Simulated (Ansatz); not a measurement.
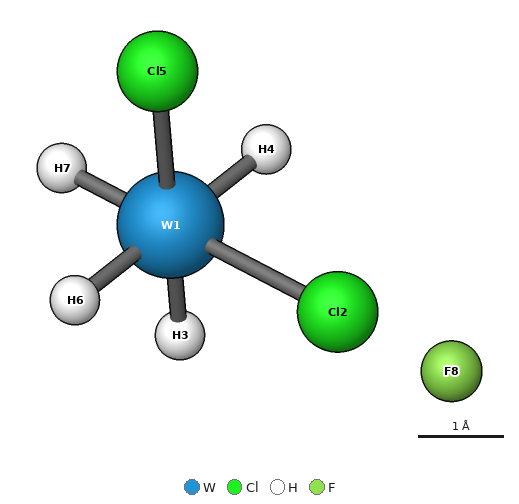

The input geometry (ball-and-stick view, seen at a tilt; atoms are numbered from 1 in the order of the input). Sticks mark near contacts.

# Geometry relaxation, with input and output: WH$_{4}$Cl$_{2}$F

System: WH$_{4}$Cl$_{2}$F, multiplicity 2.
Method: UHF/def2-SVP (Ansatz 0.2.0).

The input holds or restrains some coordinates. It belongs to a series of runs on one base structure; here: pulled along the bonds that form and break, towards end A. Figures and captions count atoms from 1; the log counts them from 0 in places.

What the program printed
```
The last accepted step is kept in [file] (removed where the run ends without a failure and the disk answers)
Engine: ansatz 0.2.0, aarch64-unknown-linux-gnu
Functional definition: HF
  exchange = exact_x
  correlation = 0
1050 factors; integrals over basis functions are off by at most 3.0e-4 eV
mean field evaluation 1: about -29554.3281 eV, gradient 3.9e1 eV
mean field evaluation 2: about -29554.3366 eV, gradient 3.9e1 eV
mean field evaluation 4: about -29562.1663 eV, gradient 1.1e1 eV
mean field evaluation 8: about -29563.4883 eV, gradient 8.3e-1 eV
mean field evaluation 16: about -29563.5143 eV, gradient 8.0e-2 eV
mean field evaluation 32: about -29524.7343 eV, gradient 6.8e1 eV
mean field evaluation 64: about -29531.3316 eV, gradient 5.4e1 eV
mean field evaluation 96: about -29537.4280 eV, gradient 4.7e1 eV
mean field evaluation 128: about -29562.0581 eV, gradient 6.0e-2 eV
mean field evaluation 160: about -29561.8177 eV, gradient 3.6e-1 eV
mean field evaluation 192: about -29561.1331 eV, gradient 3.6e0 eV
mean field evaluation 224: about -29564.1515 eV, gradient 9.8e-2 eV
mean field evaluation 256: about -29564.0436 eV, gradient 1.2e0 eV
mean field evaluation 288: about -29563.1346 eV, gradient 2.6e0 eV
mean field evaluation 320: about -29563.5958 eV, gradient 4.4e0 eV
mean field evaluation 352: about -29563.8446 eV, gradient 3.0e0 eV
mean field evaluation 384: about -29563.9949 eV, gradient 1.3e0 eV
mean field evaluation 416: about -29562.8333 eV, gradient 4.8e-1 eV
mean field evaluation 448: about -29563.9701 eV, gradient 5.9e-1 eV
mean field evaluation 480: about -29563.3061 eV, gradient 2.9e-2 eV
mean field evaluation 512: about -29563.2113 eV, gradient 2.6e-1 eV
mean field evaluation 544: about -29563.2682 eV, gradient 3.4e0 eV
mean field evaluation 576: about -29563.4737 eV, gradient 5.5e0 eV
mean field evaluation 608: about -29561.7067 eV, gradient 1.5e0 eV
mean field evaluation 640: about -29562.1543 eV, gradient 1.1e1 eV
mean field evaluation 672: about -29563.9012 eV, gradient 4.2e0 eV
mean field -29564.33373541 eV, -1086.4692253511 hartree, gradient 2.9e-6 eV, S^2 1.173179; 10 other end points of the search recorded, 0 dependent functions left out
the calculation of the forces begins
reference -29564.33373541 eV, -1086.4692253511 hartree; 31, 30 occupied and 71, 72 virtual orbitals, 1050 factors
relax step   1: F+E_penalty+E_count = -29564.33373541 eV  Δ(F+E_penalty+E_count) = +0.000e0 eV  max|allowed force component| = 3.855e0 eV/Å  E_restraint = 13.08750000 eV  max|allowed force component, restraints' pulls added| = 3.280e1 eV/Å  Δτ_max = 0.0000 Å  (1568 SCF iters, accepted)
  distance Cl 1 - F 7 = 1.8000 Å
  distance W 0 - Cl 1 = 2.6400 Å
these checks for a lower state are left out or cut short: starts, cluster_reference, orbital_swaps, neighbouring_geometries, increment
1050 factors; integrals over basis functions are off by at most 5.1e-4 eV
mean field evaluation 704: about -29565.3140 eV, gradient 2.1e-1 eV
mean field -29566.33248856 eV, -1086.5426781746 hartree, gradient 6.7e-6 eV, S^2 1.607441; 2 other end points of the search recorded, 0 dependent functions left out
[... from here on the field's lines of each further geometry are left out, up to the last ...]
relax step   2: F+E_penalty+E_count = -29566.33248856 eV  Δ(F+E_penalty+E_count) = -1.999e0 eV  max|allowed force component| = 4.858e0 eV/Å  E_restraint = 4.62749812 eV  max|allowed force component, restraints' pulls added| = 2.304e1 eV/Å  Δτ_max = 0.1956 Å  (322 SCF iters, accepted)
relax step   3: F+E_penalty+E_count = -29566.92673270 eV  Δ(F+E_penalty+E_count) = -5.942e-1 eV  max|allowed force component| = 3.605e0 eV/Å  E_restraint = 1.92525679 eV  max|allowed force component, restraints' pulls added| = 1.195e1 eV/Å  Δτ_max = 0.0960 Å  (154 SCF iters, accepted)
relax step   4: F+E_penalty+E_count = -29567.35146849 eV  Δ(F+E_penalty+E_count) = -4.247e-1 eV  max|allowed force component| = 2.726e0 eV/Å  E_restraint = 0.45403861 eV  max|allowed force component, restraints' pulls added| = 4.983e0 eV/Å  Δτ_max = 0.1459 Å  (170 SCF iters, accepted)
relax step   5: F+E_penalty+E_count = -29568.57741310 eV  Δ(F+E_penalty+E_count) = -1.226e0 eV  max|allowed force component| = 1.664e0 eV/Å  E_restraint = 0.07169804 eV  max|allowed force component, restraints' pulls added| = 1.664e0 eV/Å  Δτ_max = 0.1981 Å  (307 SCF iters, accepted)
relax step   6: F+E_penalty+E_count = -29569.35767451 eV  Δ(F+E_penalty+E_count) = -7.803e-1 eV  max|allowed force component| = 2.311e0 eV/Å  E_restraint = 0.05928858 eV  max|allowed force component, restraints' pulls added| = 1.599e0 eV/Å  Δτ_max = 0.1930 Å  (210 SCF iters, accepted)
relax step   7: F+E_penalty+E_count = -29569.69443645 eV  Δ(F+E_penalty+E_count) = -3.368e-1 eV  max|allowed force component| = 1.307e0 eV/Å  E_restraint = 0.01983037 eV  max|allowed force component, restraints' pulls added| = 1.021e0 eV/Å  Δτ_max = 0.1948 Å  (145 SCF iters, accepted)
relax step   8: F+E_penalty+E_count = -29569.79140716 eV  Δ(F+E_penalty+E_count) = -9.697e-2 eV  max|allowed force component| = 1.090e0 eV/Å  E_restraint = 0.00759141 eV  max|allowed force component, restraints' pulls added| = 5.164e-1 eV/Å  Δτ_max = 0.1968 Å  (132 SCF iters, accepted)
relax step   9: F+E_penalty+E_count = -29569.81563263 eV  Δ(F+E_penalty+E_count) = -2.423e-2 eV  max|allowed force component| = 9.524e-1 eV/Å  E_restraint = 0.00993057 eV  max|allowed force component, restraints' pulls added| = 2.486e-1 eV/Å  Δτ_max = 0.0861 Å  (142 SCF iters, accepted)
the calculation of the forces begins
reference -29569.82163254 eV, -1086.6709018510 hartree; 31, 30 occupied and 71, 72 virtual orbitals, 1051 factors
relax step  10: F+E_penalty+E_count = -29569.82163254 eV  Δ(F+E_penalty+E_count) = -6.000e-3 eV  max|allowed force component| = 9.407e-1 eV/Å  E_restraint = 0.00977644 eV  max|allowed force component, restraints' pulls added| = 1.083e-1 eV/Å  Δτ_max = 0.0345 Å  (126 SCF iters, accepted)
  distance Cl 1 - F 7 = 2.7089 Å
  distance W 0 - Cl 1 = 2.3661 Å
1051 factors; integrals over basis functions are off by at most 6.2e-4 eV
mean field evaluation 928: about -29563.0982 eV, gradient 7.2e0 eV
mean field evaluation 960: about -29569.7755 eV, gradient 1.0e-1 eV
mean field evaluation 992: about -29562.7498 eV, gradient 9.1e0 eV
mean field evaluation 1024: about -29561.6054 eV, gradient 7.5e0 eV
mean field evaluation 1056: about -29563.2872 eV, gradient 6.3e0 eV
```

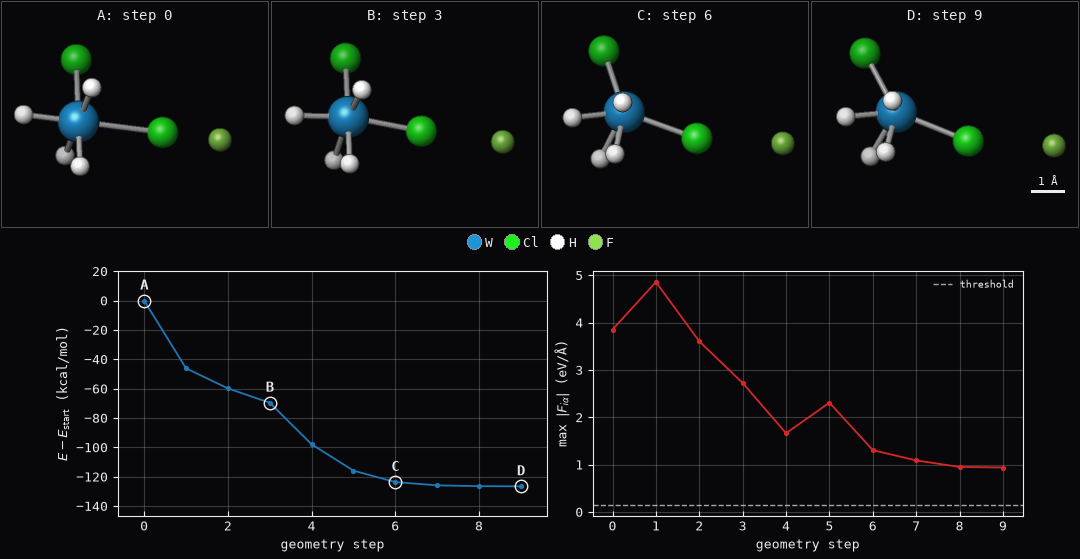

Frames of the restrained relaxation (ball-and-stick view, seen at a tilt) above the curves, on which the letters mark them (the first geometry is step 0 here and step 1 in the log).

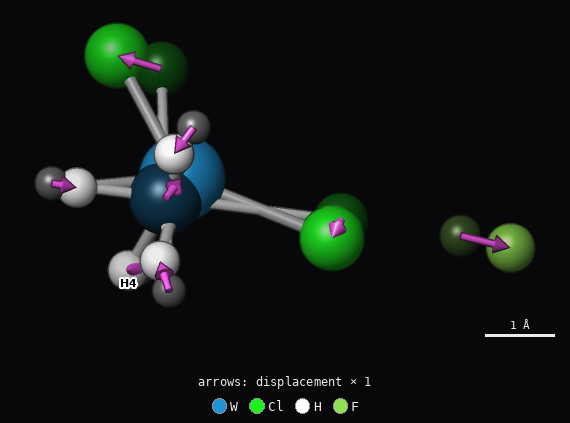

Start (faint) and end (solid) with the displacements as pink arrows, at true length (ball-and-stick view, seen at a tilt). The two geometries are laid on each other by the best rigid fit. F8 moves most after the best rigid fit: 0.76 Å. Largest moves by element: F 0.76 Å, Cl 0.68 Å, H 0.55 Å, W 0.49 Å. Among the contacts that change: W1–Cl2 2.640 → 2.366 Å, W1–Cl5 2.390 → 2.312 Å, W1–H3 1.720 → 1.644 Å, W1–H7 1.720 → 1.653 Å. Among the angles that change: H4–W1–H6 180.0° → 117.1°, Cl2–W1–Cl5 90.0° → 132.4°, H3–W1–Cl5 180.0° → 143.3°. Over 9 geometry steps the energy falls by 126.6 kcal/mol. Largest force component: 3.9 eV/Å at the start, 0.94 eV/Å at the end. (Atoms are counted from 1 in the order of the input.)

```
mean field -29569.82163254 eV, -1086.6709018510 hartree, gradient 7.4e-6 eV, S^2 0.752622; 4 other end points of the search recorded, 0 dependent functions left out
the calculation of the forces begins
reference -29569.82163254 eV, -1086.6709018510 hartree; 31, 30 occupied and 71, 72 virtual orbitals, 1051 factors
Total energy: -29569.82163254 eV, -1086.6709018510 hartree
Atom 0 at    -0.412501     0.000000     0.257607 Å, force     0.342739     0.000000     0.685809 eV/Å
Atom 1 at     0.360199    -0.000000     2.493946 Å, force    -0.216674    -0.000000    -0.940745 eV/Å
Atom 2 at     1.186367     0.000000    -0.123567 Å, force    -0.000090     0.000000     0.000186 eV/Å
Atom 3 at     0.298903     1.412741    -0.231881 Å, force    -0.042191    -0.017198    -0.042398 eV/Å
Atom 4 at    -2.535893    -0.000000    -0.657559 Å, force    -0.063202     0.000000     0.002243 eV/Å
Atom 5 at     0.298903    -1.412741    -0.231881 Å, force    -0.042191     0.017198    -0.042398 eV/Å
Atom 6 at     0.017015    -0.000000    -1.338565 Å, force     0.051719    -0.000000     0.034033 eV/Å
Atom 7 at     0.117008     0.000000     5.191899 Å, force    -0.030109     0.000000     0.303270 eV/Å
Dipole moment:    -0.088426     0.000000    -0.037411 e Å
```

Trajectory as extended XYZ (Å, eV, eV/Å), 10 frames, from step=1 to step=10
```
8
Properties=species:S:1:pos:R:3:forces:R:3 step=1 energy=-29564.33374
W     0.0000    0.0000    0.0000   -3.8552   0.0000  -3.1174
Cl    0.0000    0.0000    2.6400   -0.0893   0.0000   1.6973
H     1.7200    0.0000    0.0000    0.3058   0.0000   0.0574
H     0.0000    1.7200    0.0000    1.0054   1.3817   0.0699
Cl   -2.3900    0.0000    0.0000    1.2714   0.0000   0.1027
H     0.0000   -1.7200    0.0000    1.0054  -1.3817   0.0699
H     0.0000    0.0000   -1.7200    0.2424   0.0000   1.0131
F     0.0000    0.0000    4.4400    0.1140   0.0000   0.1071
8
Properties=species:S:1:pos:R:3:forces:R:3 step=2 energy=-29566.33249
W    -0.1488    0.0000   -0.0312   -0.2744   0.0000   4.8581
Cl   -0.0172    0.0000    2.4452    0.4147   0.0000  -3.9022
H     1.6616    0.0000    0.0051   -0.9927   0.0000  -0.2592
H     0.1013    1.8050    0.0051    0.7037  -0.1925  -0.6053
Cl   -2.3980    0.0000    0.0079   -1.0716   0.0000  -0.6320
H     0.1013   -1.8050    0.0051    0.7037   0.1925  -0.6053
H     0.0155    0.0000   -1.6739    0.4896   0.0000  -1.2478
F     0.0141    0.0000    4.5968    0.0269   0.0000   2.3936
8
Properties=species:S:1:pos:R:3:forces:R:3 step=3 energy=-29566.92673
W    -0.1523    0.0000   -0.0071   -0.5917   0.0000   3.6047
Cl   -0.0140    0.0000    2.3502    0.5227   0.0000  -1.7810
H     1.6533    0.0000    0.0029   -0.9896   0.0000  -0.3485
H     0.1074    1.8033   -0.0001    0.8203  -0.4341  -0.6205
Cl   -2.4067    0.0000    0.0027   -1.0765   0.0000  -0.7099
H     0.1074   -1.8033   -0.0001    0.8203   0.4341  -0.6205
H     0.0195    0.0000   -1.6815    0.4812   0.0000  -0.7624
F     0.0154    0.0000    4.6929    0.0132   0.0000   1.2381
8
Properties=species:S:1:pos:R:3:forces:R:3 step=4 energy=-29567.35147
W    -0.1790    0.0000   -0.0039   -0.9055   0.0000   2.7257
Cl    0.0057    0.0000    2.2861    0.5164   0.0000  -0.4216
H     1.6243    0.0000   -0.0098   -1.1003   0.0000  -0.4419
H     0.1338    1.7856   -0.0185    0.9436  -0.8337  -0.6662
Cl   -2.4380    0.0000   -0.0199   -0.9027   0.0000  -0.7083
H     0.1338   -1.7856   -0.0185    0.9436   0.8337  -0.6662
H     0.0325    0.0000   -1.6943    0.5028   0.0000  -0.3856
F     0.0168    0.0000    4.8388    0.0023   0.0000   0.5642
8
Properties=species:S:1:pos:R:3:forces:R:3 step=5 energy=-29568.57741
W    -0.3027    0.0000    0.0520    1.2340   0.0000   1.4046
Cl    0.0739    0.0000    2.3427    0.1884   0.0000  -0.9307
H     1.4743    0.0000   -0.0732   -1.2561   0.0000  -0.3192
H     0.2719    1.6786   -0.1119    0.3000  -1.6644  -0.4343
Cl   -2.5603    0.0000   -0.0984   -0.7642   0.0000  -0.6535
H     0.2719   -1.6786   -0.1119    0.3000   1.6644  -0.4343
H     0.0859    0.0000   -1.6724    0.0042   0.0000   1.0390
F     0.0149    0.0000    5.0332   -0.0064   0.0000   0.3284
8
Properties=species:S:1:pos:R:3:forces:R:3 step=6 energy=-29569.35767
W    -0.3253    0.0000    0.0877   -0.7572   0.0000   2.3108
Cl    0.1400    0.0000    2.3801    0.1537   0.0000  -1.0034
H     1.3523    0.0000   -0.1183   -0.2214   0.0000  -0.3203
H     0.3326    1.5073   -0.1769    0.5265  -0.2993  -0.4582
Cl   -2.6113    0.0000   -0.1871   -0.2991   0.0000  -0.6131
H     0.3326   -1.5073   -0.1769    0.5265   0.2993  -0.4582
H     0.0958    0.0000   -1.5625    0.0836   0.0000   0.2681
F     0.0132    0.0000    5.1140   -0.0126   0.0000   0.2741
8
Properties=species:S:1:pos:R:3:forces:R:3 step=7 energy=-29569.69444
W    -0.3992    0.0000    0.1905    1.3069   0.0000   0.3067
Cl    0.2609    0.0000    2.4522   -0.1014   0.0000  -1.1029
H     1.2647    0.0000   -0.1481   -0.6790   0.0000   0.0992
H     0.3827    1.4257   -0.2340   -0.2434  -0.3996   0.0437
Cl   -2.6646    0.0000   -0.3745    0.3398   0.0000  -0.2469
H     0.3827   -1.4257   -0.2340   -0.2434   0.3996   0.0437
H     0.0737    0.0000   -1.4472   -0.3521   0.0000   0.5571
F     0.0290    0.0000    5.1552   -0.0273   0.0000   0.2994
8
Properties=species:S:1:pos:R:3:forces:R:3 step=8 energy=-29569.79141
W    -0.4020    0.0000    0.2347   -0.1065   0.0000   0.7301
Cl    0.3268    0.0000    2.4882   -0.1684   0.0000  -1.0903
H     1.2059    0.0000   -0.1370   -0.0763   0.0000  -0.0527
H     0.3647    1.3871   -0.2333   -0.0859   0.0689  -0.0147
Cl   -2.6113    0.0000   -0.5640    0.5164   0.0000   0.0742
H     0.3647   -1.3871   -0.2333   -0.0859  -0.0689  -0.0147
H     0.0027    0.0000   -1.3782    0.0370   0.0000   0.0616
F     0.0785    0.0000    5.1830   -0.0305   0.0000   0.3066
8
Properties=species:S:1:pos:R:3:forces:R:3 step=9 energy=-29569.81563
W    -0.4162    0.0000    0.2512    0.4860   0.0000   0.7213
Cl    0.3562    0.0000    2.4873   -0.2035   0.0000  -0.9524
H     1.1775    0.0000   -0.1545    0.0083   0.0000   0.1271
H     0.3138    1.4050   -0.2198   -0.0353   0.0636  -0.0622
Cl   -2.5537    0.0000   -0.6280   -0.0745   0.0000  -0.0651
H     0.3138   -1.4050   -0.2198   -0.0353  -0.0636  -0.0622
H     0.0357    0.0000   -1.3403   -0.1145   0.0000  -0.0101
F     0.1028    0.0000    5.1840   -0.0313   0.0000   0.3035
8
Properties=species:S:1:pos:R:3:forces:R:3 step=10 energy=-29569.82163
W    -0.4125    0.0000    0.2576    0.3427   0.0000   0.6858
Cl    0.3602    0.0000    2.4939   -0.2167   0.0000  -0.9407
H     1.1864    0.0000   -0.1236   -0.0001   0.0000   0.0002
H     0.2989    1.4127   -0.2319   -0.0422  -0.0172  -0.0424
Cl   -2.5359    0.0000   -0.6576   -0.0632   0.0000   0.0022
H     0.2989   -1.4127   -0.2319   -0.0422   0.0172  -0.0424
H     0.0170    0.0000   -1.3386    0.0517   0.0000   0.0340
F     0.1170    0.0000    5.1919   -0.0301   0.0000   0.3033
```

This output came from the following input.

Input file
```yaml
crystal:
  periodic: [false, false, false]
  atoms:
    - { symbol: W, position_ang: [0.0, 0.0, 0.0] }
    - { symbol: Cl, position_ang: [0.0, 0.0, 2.64] }
    - { symbol: H, position_ang: [1.72, 0.0, 0.0] }
    - { symbol: H, position_ang: [0.0, 1.72, 0.0] }
    - { symbol: Cl, position_ang: [-2.39, 0.0, 0.0] }
    - { symbol: H, position_ang: [0.0, -1.72, 0.0] }
    - { symbol: H, position_ang: [0.0, 0.0, -1.72] }
    - { symbol: F, position_ang: [0.0, 0.0, 4.44] }
magnetization:
  spin_polarized: true
  initial_magnetization: 1
basis:
  gaussian: { orbitals: def2-SVP }
hamiltonian:
  xc: hf
relax:
  f_tol: 0.15
  max_steps: 25
  restrain:
    - { distance: [1, 7], at: 2.7, k: 30.0 }
    - { distance: [0, 1], at: 2.39, k: 30.0 }
```

Run as:
```bash
ansatz run input.yaml --threads 2 --pin off --max-ram 3072MiB --backend cpu --events-out ev --progress --plain --runs-dir out
```

Results in brief

| quantity | value |
| --- | --- |
| outcome | converged under the restraints of the input |
| total energy | −29569.8216 eV |
| mean-field energy | −29569.8216 eV |
| ⟨S²⟩ | 0.753 |
| largest force (length of the vector) at the end, held atoms and coordinates included | 0.965 eV/Å |
| hardware | 2 threads of Arm Neoverse V2, 24 GiB of memory available, shared host |
| wall time | 94 s (CPU time 3 min) |
| peak memory | 0.3 GiB |
